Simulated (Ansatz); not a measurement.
**Bands, cutoff and cost in G0W0 for Te2Mo (P6_3/mmc)**

Aim: see how the G0W0 gap of Te2Mo (P6_3/mmc) on PBE moves with empty bands and screening cutoff, and what each rung costs.

Method: G0W0 on PBE, plane waves, PAW, in Ansatz 0.2.0.

## 1. The structure

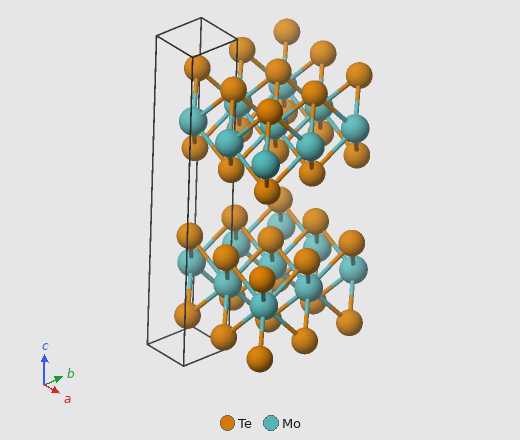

Start, viewed slightly off an axis; tellurium orange, molybdenum teal. 3×3×1 cells are drawn.

The cell and positions come from the Crystallography Open Database and are kept as given unless a step says otherwise. Spin-orbit coupling is left out unless a step names it. The default PAW set here is soft_2. Its files were made with PBE.

## 2. 340 empty bands, screening to 100 eV

G0W0 replaces the xc potential by the self-energy, built once from these orbitals. Only a window of levels is corrected, while the sums run over the empty bands that the input names.

input.yaml

```yaml
crystal:
  lattice:
    - [3.5182, 0.0, 0.0]
    - [-1.7591, 3.0468505756, 0.0]
    - [0.0, 0.0, 13.9736]
  atoms:
    - { symbol: Te, position: [0.3333333333, 0.6666666667, 0.621] }
    - { symbol: Te, position: [0.6666666667, 0.3333333333, 0.121] }
    - { symbol: Te, position: [0.3333333333, 0.6666666667, 0.879] }
    - { symbol: Te, position: [0.6666666667, 0.3333333333, 0.379] }
    - { symbol: Mo, position: [0.3333333333, 0.6666666667, 0.25] }
    - { symbol: Mo, position: [0.6666666667, 0.3333333333, 0.75] }
kpoints:
  mp_grid: { grid: [6, 6, 2] }
hamiltonian:
  xc: pbe
scf:
  occupations: { method: fixed }
gw:
  n_empty_bands: 340
  ecut_chi: 100.0
  qp_bands: [v2, c2]
  qp_kpoints: band_edges
  screening: { model: contour_deformation }
```

Command:

```console
> ansatz run input.yaml --threads 3 --pin off --max-ram 64512MiB --backend cuda --events-out ev --progress --plain --runs-dir out --devices 1 --max-vram 24GiB  # rebuilt from the run's record
```

Numbers of over 12 decimals in the logs are rounded to 6 here.

Output:

```text
GPUs: using 1 of 1 available (devices: 1).
Engine: ansatz 0.2.0, x86_64-unknown-linux-gnu
Pseudopotentials: kind: paw
Pseudopotential: Te, paw, valence charge 16, recommended cutoff 420 eV (normal), Te.paw.azcp
Pseudopotential: Mo, paw, valence charge 14, recommended cutoff 420 eV (normal), Mo.paw.azcp
Functional definition: PBE
  parameter kappa = 0.804
  parameter beta = 0.066725
  exchange = pbe_x(kappa = kappa, mu = beta*pi^2/3)
  correlation = pbe_c(beta = beta)
device memory: the entry about to start is reckoned to put 2.7 GiB on a device that reports 66.8 GiB free (of which the cap on the GPU budget leaves the run 24.0 GiB)
GPU FFT provider: cuFFT
GPU libraries: cuBLAS 13.8.1, cuFFT 12.4.0, cuSOLVER 12.3.2
Crystal: 6 atoms, lattice volume = 149.789 Å³
Basis set: ecut = 420 eV, 2909 PW (Γ)
Bands: 56, of which v1, the nominal top of the filled ones, is band 46 counted from 1 (45 counted from 0)
Symmetry: 24 space group operations
Space group: P63/mmc (ITA 194), of the structure as read, at distance tolerance 5.3e-5 Å
k-points: 14 of 72
Non-local potential: Te, projectors of the file, l = 0: 2, l = 1: 2, l = 2: 2, l = 3: 2
Non-local potential: Mo, projectors of the file, l = 0: 3, l = 1: 2, l = 2: 2, l = 3: 1
PAW form: soft (Blöchl's): semilocal exchange-correlation on the pseudo side does not see the compensation charge
PAW one-centre angular grid: Te, 590 points (default); XC on 64 Gauss nodes
PAW one-centre angular grid: Mo, 590 points (default); XC on 64 Gauss nodes
Initial density: superposition of atomic densities (neutral atoms: chi_scale 0, normalization atom), corrected by the library's trained network
Initial wavefunctions: pseudopotential atomic-orbital guess
GPU buffer pool allocated for 55296 grid points (all kernels)
GPU transforms: local potential and band sums: pruned to the plane-wave sphere, on 24×24×96
Functional: x = pbe(κ = 0.804, μ = 0.219515), c = pbe(β = 0.066725)
SCF iter   1: F=—  HF=-37833.381216 eV  |F-HF|=—  |Δ(HF+E_count)|=         —  Δρ=4.19e-3  dr2=8.71e-3  ethr=1.77e-3  ⟨swp⟩=5.0  Hψ=2460  notcnv=0  defer=95
preconditioner: auto → Resta (q_TF=auto, 2.515 Å⁻¹)  ε∞=6.9  [insulator: Δε(μ)=0.830 eV  Ē_g=7.483 eV  n_scr=52 (ndim 8)  ℏωp=18.2 eV  f_vac=0.021  ε∞_Penn≈6.9]
SCF iter   2: F=—  HF=-37833.389481 eV  |F-HF|=—  |Δ(HF+E_count)|=   8.27e-3  Δρ=2.47e-3  dr2=2.99e-3  ethr=9.47e-6  ⟨swp⟩=2.4  Hψ=1199  notcnv=0  defer=112
SCF iter   3: F=—  HF=-37833.393603 eV  |F-HF|=—  |Δ(HF+E_count)|=   4.12e-3  Δρ=9.95e-4  dr2=2.69e-3  ethr=3.25e-6  ⟨swp⟩=2.0  Hψ=998  notcnv=0  defer=110
SCF iter   4: F=—  HF=-37833.393755 eV  |F-HF|=—  |Δ(HF+E_count)|=   1.53e-4  Δρ=1.22e-4  dr2=1.84e-5  ethr=2.92e-6  ⟨swp⟩=2.0  Hψ=916  notcnv=0  defer=110
SCF iter   5: F=—  HF=-37833.393789 eV  |F-HF|=—  |Δ(HF+E_count)|=   3.36e-5  Δρ=5.42e-5  dr2=4.65e-6  ethr=2.00e-8  ⟨swp⟩=2.1  Hψ=1035  notcnv=0  defer=73
SCF iter   6: F=—  HF=-37833.393799 eV  |F-HF|=—  |Δ(HF+E_count)|=   1.05e-5  Δρ=1.29e-5  dr2=2.91e-7  ethr=5.06e-9  ⟨swp⟩=2.0  Hψ=992  notcnv=0  defer=73
SCF iter   7: F=-37833.393800 eV  HF=-37833.393800 eV  |F-HF|=1.89e-8  |Δ(HF+E_count)|=   3.60e-7  Δρ=4.25e-6  dr2=3.42e-8  ethr=1.09e-10  ⟨swp⟩=10.9  Hψ=2886  notcnv=0
SCF 1 converged in 7 iterations: F = -37833.393800 eV  dr2 = 3.42e-8
  greatest PAW one-centre occupation: 0.998 electrons in one spin orbital (limit 2), on the Mo atom at site 5 (counted from 0), in its partial waves of l = 0
device memory: the entry about to start is reckoned to put 3.3 GiB (of the 3.4 GiB reckoned in all, the device holds 0.1 GiB already) on a device that reports 66.7 GiB free (of which the cap on the GPU budget leaves the run 24.0 GiB)
NSCF: frozen V_eff on 14 k-points
the band table was solved once the SCF had ended and its energy, with any forces and stress, was formed, with the checks that follow a solve (3063 applications of the Hamiltonian). They found nothing against the state; the energy, forces and stress were not computed again (output.eigenvalues in the input reference)
device memory: the entry about to start is reckoned to put 4.7 GiB on a device that reports 66.8 GiB free (of which the cap on the GPU budget leaves the run 24.0 GiB)
NSCF: frozen V_eff on 14 k-points
G₀W₀ screening: q 1/14
[... further progress lines ...]
SCF converged after 7 iterations
Free energy (F): -37833.393800 eV
Harris-Foulkes:  -37833.393800 eV  (|F-HF|=1.89e-8)
Internal energy: -37833.393800 eV  (E = F + TS)
E sigma→0 (E₀):  -37833.393800 eV
Fermi energy:    12.476785 eV
--- Per-component energies (eV) ---
  E_band       = -1144.069831
  E_kinetic    = 1609.785122
  E_local      = -7394.316016  (includes V_loc(G=0)·N_el)
  E_nonlocal   = -952.600477
  E_hartree    = 4140.452821
  E_xc         = -866.129895
  E_vxc        = -877.433077  (∫ρ·V_xc dr)
  E_paw        = -25053.963139  (= ΣΔE_a)
  E_vpaw       = -1810.415581  (= ΣTr[D̂ρ^β])
  E_aug_tail   = -0.000600  (compensation charges beyond the density's cutoff)
  E_ewald      = -9316.621616
  E_smearing   = -0.000000  (= −TS)
  E_closure    = 0.000000  (closes the sum)
  Σ components = -37833.393800   (vs F -37833.393800, Δ=0.00e0)
--- Band table (eV; the first three rows and the last of 14) ---
  k-point 0: bands = [... 42 lower, 11.4630, 11.4630, 12.1533, 12.4768, 15.3790, 15.3790, 15.5118, 15.5118, ... 6 higher]
  k-point 1: bands = [... 42 lower, 11.4454, 11.4454, 12.3955, 12.3955, 15.4167, 15.4167, 15.4167, 15.4167, ... 6 higher]
  k-point 2: bands = [... 42 lower, 11.2493, 11.4875, 12.0321, 12.1938, 14.2805, 14.5480, 14.5744, 14.8163, ... 6 higher]
  k-point 13: bands = [... 42 lower, 10.4828, 10.4828, 12.2673, 12.2673, 13.4563, 13.4563, 14.1035, 14.1035, ... 6 higher]
--- G₀W₀: contour deformation, 7 samples at zero and on the imaginary axis and 1 off it, 72 q-points, 340 empty bands' worth ---
  eigenvalues of the whole cell's RPA ε∞ on this k-mesh (on a slab, of 1 + 4πα/V) = 10.6971, 19.7786, 19.7786; static W/v taken at q = 0 is 0.053609
  gw.qp_kpoints: band_edges: 13 of 14 stored k-points solved, in 1 pass; an edge of the gap read off the rows below is read off those points alone
    valence top: of the k-points left out ik 5 came nearest to being solved in a further pass, in band 46 (counted from 1, as in the quasiparticle table): it holds the edge there only if its correction is more favourable than any solved in that band by at least 0.779 eV; those differ by 0.474 eV
    conduction bottom: of the k-points left out ik 5 came nearest to being solved in a further pass, in band 47 (counted from 1, as in the quasiparticle table): it holds the edge there only if its correction is more favourable than any solved in that band by at least 0.491 eV; those differ by 0.293 eV
    ik  band        ε_KS         Σx   Σc(E_QP)       V_xc       Z   E_QP_lin       E_QP  E_QP is
     0    45     12.1533   -16.2237     1.1821   -14.7039  0.7662    11.8134    11.8157  root
     0    46     12.4768   -18.8277     0.4211   -18.5220  0.7262    12.5921    12.5924  root
     0    47     15.3790   -12.6210    -3.9852   -16.8236  0.7299    15.5978    15.5964  root
     0    48     15.3790   -12.6210    -3.9852   -16.8236  0.7299    15.5978    15.5964  root
     1    45     12.3955   -18.2145     0.6181   -17.6124  0.7349    12.4115    12.4115  root
     1    46     12.3955   -18.2145     0.6181   -17.6124  0.7349    12.4115    12.4115  root
     1    47     15.4167   -12.5953    -4.0113   -16.8153  0.7277    15.6267    15.6254  root
     1    48     15.4167   -12.5953    -4.0113   -16.8153  0.7277    15.6267    15.6254  root
     2    45     12.0321   -18.6367     0.7279   -17.9967  0.7237    12.1199    12.1201  root
     2    46     12.1938   -16.2987     1.1118   -14.8737  0.7668    11.8788    11.8806  root
     2    47     14.2805   -13.0711    -3.9198   -17.2426  0.7286    14.5342    14.5321  root
     2    48     14.5480   -13.5327    -3.9730   -17.8596  0.7410    14.9054    14.9018  root
     3    45     12.0781   -17.8981     0.8449   -17.0180  0.7370    12.0429    12.0429  root
     3    46     12.0781   -17.8981     0.8449   -17.0180  0.7370    12.0429    12.0429  root
     3    47     14.4364   -13.2857    -3.9530   -17.5145  0.7283    14.7149    14.7122  root
     3    48     14.4364   -13.2857    -3.9530   -17.5145  0.7283    14.7149    14.7122  root
     4    45     11.5764   -17.8902     1.2507   -16.5541  0.7316    11.4909    11.4911  root
     4    46     11.7222   -18.2412     1.1140   -17.0914  0.7314    11.6864    11.6864  root
     4    47     13.5958   -14.0358    -3.9213   -18.3238  0.7214    13.9659    13.9626  root
     4    48     13.9727   -14.3824    -3.8197   -18.5414  0.7191    14.3154    14.3120  root
     6    45     11.8745   -16.5397     1.1456   -15.1507  0.7545    11.6299    11.6312  root
     6    46     12.1636   -17.0046     0.9961   -15.8132  0.7563    11.9676    11.9683  root
     6    47     13.7445   -16.0700    -4.0692   -20.6409  0.7019    14.2537    14.2461  root
     6    48     13.8032   -15.8020    -4.1078   -20.3909  0.7031    14.2914    14.2842  root
[...]
12    45     12.1713   -17.8470     0.4325   -17.5288  0.7178    12.2854    12.2856  root
    12    46     12.4105   -18.5644     0.2697   -18.4557  0.7177    12.5712    12.5715  root
    12    47     13.4493   -15.3409    -3.8700   -19.6439  0.7106    13.8867    13.8822  root
    12    48     13.4493   -15.3409    -3.8700   -19.6439  0.7106    13.8867    13.8822  root
    13    45     12.2673   -18.0639     0.3460   -17.8507  0.7183    12.4000    12.4002  root
    13    46     12.2673   -18.0639     0.3460   -17.8507  0.7183    12.4000    12.4002  root
    13    47     13.4563   -15.3359    -3.8734   -19.6408  0.7107    13.8921    13.8877  root
    13    48     13.4563   -15.3359    -3.8734   -19.6408  0.7107    13.8921    13.8877  root
```

The job ended after 19 s (1 × NVIDIA H100 80GB HBM3 (shared by 3 runs) with 3 threads of AMD EPYC 7R13 (Zen 3), shared host; peak memory 1.7 GiB).

This step gave:

```
bands summed                                 : 386
RPA ε∞ on this mesh (eigenvalues)            : 10.70, 19.78, 19.78
plane waves in the screening matrix          : 329
q-points in the mesh                         : 72
G0W0 gap on the mesh                         : 0.9815 eV
k of the valence top                         : 0, 0, 0
k of the conduction bottom                   : 0.1667, 0.1667, 0
starting gap on the mesh                     : 0.8260 eV
Z at the valence top                         : 0.7262
Z at the conduction bottom                   : 0.7386
least direct G0W0 gap on the computed points : 1.311 eV
```

The gap on the mesh goes from 0.83 eV to 0.98 eV, a correction of +0.16 eV. Between the two edge states, bare exchange in place of the xc potential would open the gap by 4.04 eV, and correlation takes back 3.89 eV.

## 3. 962 empty bands, screening to 200 eV

Bands and screening cutoff are moved together, since each hides the error of the other.

Edit input.yaml of step 2 so:

```diff
@@ -19,4 +19,4 @@
 gw:
-  n_empty_bands: 340
-  ecut_chi: 100.0
+  n_empty_bands: 962
+  ecut_chi: 200.0
   qp_bands: [v2, c2]
```

Output:

```text
GPUs: using 1 of 1 available (devices: 1).
[...]
GPU FFT provider: cuFFT
GPU libraries: cuBLAS 13.8.1, cuFFT 12.4.0, cuSOLVER 12.3.2
Crystal: 6 atoms, lattice volume = 149.789 Å³
Basis set: ecut = 420 eV, 2909 PW (Γ)
Bands: 56, of which v1, the nominal top of the filled ones, is band 46 counted from 1 (45 counted from 0)
[... 1 set-up line as in the run before ...]
[...]
k-points: 14 of 72
[...]
GPU buffer pool allocated for 55296 grid points (all kernels)
[...]
SCF iter   1: F=—  HF=-37833.381216 eV  |F-HF|=—  |Δ(HF+E_count)|=         —  Δρ=4.19e-3  dr2=8.71e-3  ethr=1.77e-3  ⟨swp⟩=5.0  Hψ=2460  notcnv=0  defer=95
[...]
SCF iter   7: F=-37833.393800 eV  HF=-37833.393800 eV  |F-HF|=1.89e-8  |Δ(HF+E_count)|=   3.60e-7  Δρ=4.25e-6  dr2=3.42e-8  ethr=1.09e-10  ⟨swp⟩=10.9  Hψ=2886  notcnv=0
SCF 1 converged in 7 iterations: F = -37833.393800 eV  dr2 = 3.42e-8
[...]
NSCF: frozen V_eff on 14 k-points
[...]
G₀W₀ screening: q 1/14
[... further progress lines ...]
SCF converged after 7 iterations
Free energy (F): -37833.393800 eV
[...]
Internal energy: -37833.393800 eV  (E = F + TS)
E sigma→0 (E₀):  -37833.393800 eV
Fermi energy:    12.476785 eV
[...]
--- Band table (eV; the first three rows and the last of 14) ---
  k-point 0: bands = [... 42 lower, 11.4630, 11.4630, 12.1533, 12.4768, 15.3790, 15.3790, 15.5118, 15.5118, ... 6 higher]
  k-point 1: bands = [... 42 lower, 11.4454, 11.4454, 12.3955, 12.3955, 15.4167, 15.4167, 15.4167, 15.4167, ... 6 higher]
  k-point 2: bands = [... 42 lower, 11.2493, 11.4875, 12.0321, 12.1938, 14.2805, 14.5480, 14.5744, 14.8163, ... 6 higher]
  k-point 13: bands = [... 42 lower, 10.4828, 10.4828, 12.2673, 12.2673, 13.4563, 13.4563, 14.1035, 14.1035, ... 6 higher]
[...]
bands read: the sum over 1008 bands ends inside a degenerate multiplet in 2 slots, whose members it reads at an even weight; the widest, k=1: bands 1007 to 1010 (counted from 1) at 2/4 each
[...]
0    45     12.1533   -16.2237     0.9512   -14.7039  0.7655    11.5777    11.5848  root
     0    46     12.4768   -18.8277     0.1694   -18.5220  0.7211    12.3402    12.3405  root
     0    47     15.3790   -12.6210    -4.2317   -16.8236  0.7288    15.3499    15.3498  root
     0    48     15.3790   -12.6210    -4.2317   -16.8236  0.7288    15.3499    15.3498  root
     1    45     12.3955   -18.2145     0.3726   -17.6124  0.7307    12.1652    12.1660  root
     1    46     12.3955   -18.2145     0.3726   -17.6124  0.7307    12.1652    12.1660  root
     1    47     15.4167   -12.5953    -4.2582   -16.8153  0.7259    15.3785    15.3785  root
     1    48     15.4167   -12.5953    -4.2582   -16.8153  0.7259    15.3785    15.3785  root
[...]
13    45     12.2673   -18.0639     0.1234   -17.8507  0.7139    12.1775    12.1776  root
    13    46     12.2673   -18.0639     0.1234   -17.8507  0.7139    12.1775    12.1776  root
    13    47     13.4563   -15.3359    -4.1139   -19.6408  0.7041    13.6480    13.6472  root
    13    48     13.4563   -15.3359    -4.1139   -19.6408  0.7041    13.6480    13.6472  root
```

Run time: 64 s. Hardware: 1 × NVIDIA H100 80GB HBM3 (shared by 3 runs) with 3 threads; peak memory 4.2 GiB.

Numbers from this step:

```yaml
bands_summed: 1008
rpa_eps_infinity_on_this_mesh_eigenvalues: 10.65, 19.52, 19.52
plane_waves_in_the_screening_matrix: 939
q_points_in_the_mesh: 72
g0w0_gap_on_the_mesh: 1.016 eV
k_of_the_valence_top: 0, 0, 0
k_of_the_conduction_bottom: 0.1667, 0.1667, 0
starting_gap_on_the_mesh: 0.8260 eV
z_at_the_valence_top: 0.7211
z_at_the_conduction_bottom: 0.7348
least_direct_g0w0_gap_on_the_computed_points: 1.306 eV
```

Against the run with 6×6×2 mesh, 340 empty bands, screening to 100 eV, the gap moves by +0.03 eV.

## 4. Changing the frequency model: 6×6×2 mesh, 962 empty bands, screening to 200 eV, plasmon pole

A plasmon pole stands in for the full frequency dependence of the screening; this run shows what that costs in accuracy.

Edit input.yaml of step 3 so:

```diff
@@ -23,2 +23,2 @@
   qp_kpoints: band_edges
-  screening: { model: contour_deformation }
+  screening: { model: godby_needs }
```

Output:

```text
GPUs: using 1 of 1 available (devices: 1).
[...]
GPU FFT provider: cuFFT
GPU libraries: cuBLAS 13.8.1, cuFFT 12.4.0, cuSOLVER 12.3.2
Crystal: 6 atoms, lattice volume = 149.789 Å³
Basis set: ecut = 420 eV, 2909 PW (Γ)
Bands: 56, of which v1, the nominal top of the filled ones, is band 46 counted from 1 (45 counted from 0)
[... 1 set-up line as in the run before ...]
[...]
k-points: 14 of 72
[...]
1    48     15.4167   -12.5953    -4.1682   -16.8153  0.7924    15.4685    15.4685  root
[...]
13    45     12.2673   -18.0639     0.1024   -17.8507  0.7725    12.1566    12.1566  root
    13    46     12.2673   -18.0639     0.1024   -17.8507  0.7725    12.1566    12.1566  root
    13    47     13.4563   -15.3359    -4.0334   -19.6408  0.7680    13.7280    13.7277  root
    13    48     13.4563   -15.3359    -4.0334   -19.6408  0.7680    13.7280    13.7277  root
[key lines of the parts left out:]
SCF converged after 7 iterations
Free energy (F): -37833.393800 eV
Fermi energy:    12.476785 eV
```

Elapsed: 2 min, on 1 × NVIDIA H100 80GB HBM3 (shared by 3 runs) with 3 threads; peak memory 8.4 GiB.

This step gave:

- bands summed: 1008
- plasmon-pole fit frequency: 29.10 eV
- RPA ε∞ on this mesh (eigenvalues): 10.65, 19.52, 19.52
- plane waves in the screening matrix: 939
- G0W0 gap on the mesh: 1.044 eV
- k of the valence top: 0, 0, 0
- k of the conduction bottom: 0.1667, 0.1667, 0
- starting gap on the mesh: 0.8260 eV
- least direct G0W0 gap on the computed points: 1.394 eV

Against the run with 6×6×2 mesh, 962 empty bands, screening to 200 eV, the gap moves by +0.03 eV.

## 5. Convergence and cost

Times are wall times on 1 × NVIDIA H100 80GB HBM3 (shared by 3 runs) with 3 threads of AMD EPYC 7R13 (Zen 3), shared host, good to a factor of about two.

| mesh | files | frequency | bands summed | cutoff (eV) | start (eV) | G0W0 (eV) | time | host memory (GiB) |
| --- | --- | --- | --- | --- | --- | --- | --- | --- |
| 6×6×2 | default PAW | contour deformation | 386 | 100 | 0.826 | 0.981 | 19 s | 1.7 |
| 6×6×2 | default PAW | contour deformation | 1008 | 200 | 0.826 | 1.016 | 64 s | 4.2 |
| 6×6×2 | default PAW | plasmon pole | 1008 | 200 | 0.826 | 1.044 | 2 min | 8.4 |

The parts of the quasiparticle energy at the two band edges (eV; QP = start + Σx + Σc − Vxc):

| run | edge | start | Σx | Σc | Vxc | Z | QP |
| --- | --- | --- | --- | --- | --- | --- | --- |
| 386 bands | valence top | 12.48 | -18.83 | 0.42 | -18.52 | 0.73 | 12.59 |
| 386 bands | conduction bottom | 13.30 | -13.10 | -3.46 | -16.84 | 0.74 | 13.57 |
| 1008 bands | valence top | 12.48 | -18.83 | 0.17 | -18.52 | 0.72 | 12.34 |
| 1008 bands | conduction bottom | 13.30 | -13.10 | -3.68 | -16.84 | 0.73 | 13.36 |

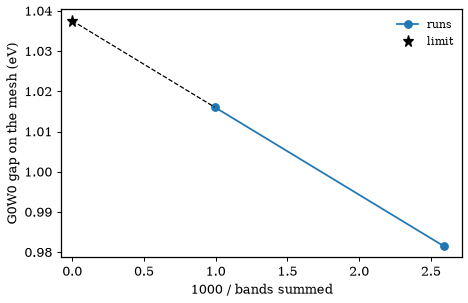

The gap against one over the number of bands; the dashed line carries the two highest rungs to the limit.

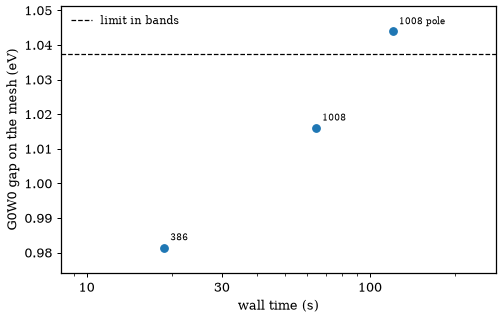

Result against wall time.

## 6. Summary of results

```yaml
386_bands_100_ev: 0.981 eV
1008_bands_200_ev: 1.016 eV
estimated_limit_in_bands_and_cutoff: 1.04 eV
mesh_and_start: 6×6×2, PBE
```

What this shows: A line in one over the bands through the two rungs gives 1.04 eV, +0.02 eV from the top rung; with two points alone it is an unchecked estimate. The rungs stand 0.06 eV (386 bands) and 0.02 eV (1008 bands) from it. From 386 to 1008 bands the gap moves by +0.03 eV while the time grows 3.4-fold. Σc changes by −0.25 eV at the valence top and −0.22 eV at the conduction bottom, so the levels themselves move more than the gap between them. The plasmon-pole model gives +0.03 eV against contour deformation, 15 % of the correction (the least direct gap moves by +0.09 eV), and saved no time in this program. The 6×6×2 mesh misses a band edge: over a band path and its finer mesh (run apart) the PBE gap is 0.71 eV, so the G0W0 gap over the zone may lie about 0.12 eV below its value on the mesh. The 6×6×2 mesh is coarse for this cell (its supercell is 21 Å along the shortest edge). The RPA ε∞ on it, from the PBE start, is 10.65 and 19.52; such meshes misread the long-range screening, most where the gap is narrow. The many-body steps are scalar-relativistic: spin-orbit coupling is not in them.

[Paths, hosts, dates, memory and timing lines, banners, echoed tables and standing remarks are left out of the program output.]

[Logs are printed without paths, hosts, clocks, repeated set-up lines and the standing remarks that a program may print on its own settings, such as how far it seeks lower states.]

[Runs of the session that timed out or met a known fault of the program may be left out.]

[Cells called generated may have been cut or substituted from an entry of the Crystallography Open Database or the Materials Project.]

[Hosts, paths, dates, database ids (printed as entryN), source tags and the programs' standing remarks are cut or masked in the printed files.]
